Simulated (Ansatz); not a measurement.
```xyz
5

Cl   -0.5987   -0.6052    2.8205
Cl   -0.7495    2.8516    1.6491
Ga    0.4222    1.0808    1.9685
N     2.1748    1.0136    1.5428
Si    3.7093    0.9569    1.1696
```

Geometry: B3LYP-D3(BJ)/def2-SVP.

The calculation used isolated molecule in a Gaussian basis; Kohn-Sham density functional theory, functional PBE0 (Ansatz 0.2.0).

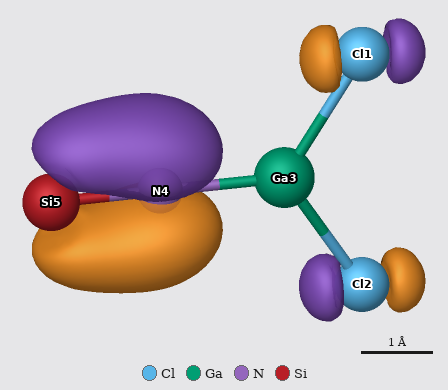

Cl₂GaNSi (SMILES [Si]=[N][Ga]([Cl])[Cl]). The HOMO at ±0.15 Å⁻³ᐟ² (orange and purple are the two phases), seen at a tilt.

### Describe this orbital and give its energy.

By Hirshfeld shares it lies mainly on N4 (about 55 %), Si5 (about 25 %), Cl2 (about 5 %) and Cl1 (about 5 %); it is symmetric in the molecular plane (an in-plane orbital: σ, lone-pair or in-plane π type). Its energy is −8.53 eV.
